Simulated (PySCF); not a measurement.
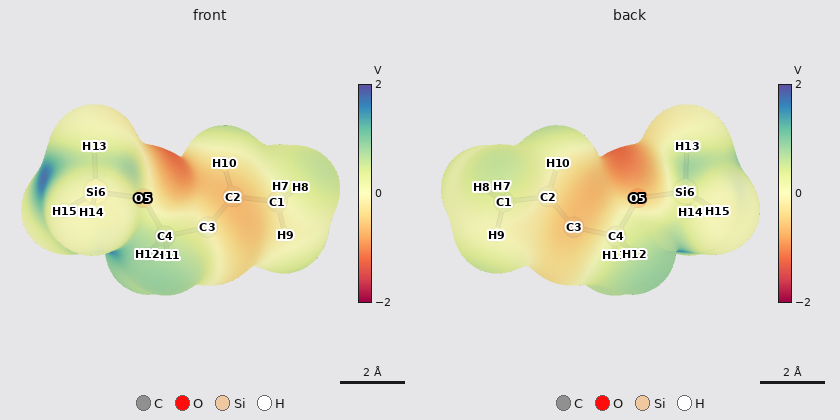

C$_{4}$H$_{9}$OSi (SMILES C/C=[C]/CO[SiH3]) (doublet). The molecular electrostatic potential painted on the density surface at 0.002 e/bohr³, seen from the front and from behind; red is negative and blue positive.

Geometry: GFN2-xTB.

Computed with PySCF 2.14.0, density-fitted response routines, UKS B3LYP, pcH-1 on C H O Si, non-relativistic, mean-field spin-orbit, GIAO.

Input file:

```
{"job": {"kind": "epr", "basis": "pcH-1"}, "charge": 0, "multiplicity": 2}
C      2.996981     0.864616     0.173114
C      1.509058     0.679946     0.098971
C      0.888072    -0.453901     0.046561
C     -0.433406    -1.056078    -0.033006
O     -1.436968    -0.057200    -0.057173
Si    -3.042770    -0.225549    -0.141674
H      3.342259     1.449176    -0.678662
H      3.260258     1.405627     1.081124
H      3.504399    -0.095830     0.172724
H      0.951520     1.624279     0.091880
H     -0.599852    -1.713517     0.831576
H     -0.512065    -1.668392    -0.942215
H     -3.429079     1.175094    -0.133423
H     -3.560741    -0.983994     1.002213
H     -3.442081    -0.936290    -1.361268
```

Launched as:

```sh
OMP_NUM_THREADS=1 python probes_run.py task.json out
```

### Describe the electrostatic potential map.

The most negative region (about −1.2 V, or −28 kcal/mol for a unit charge) lies over O5, the most positive (about +1.6 V, or +37 kcal/mol for a unit charge) over Si6. O5 is the likeliest acceptor of a hydrogen bond.
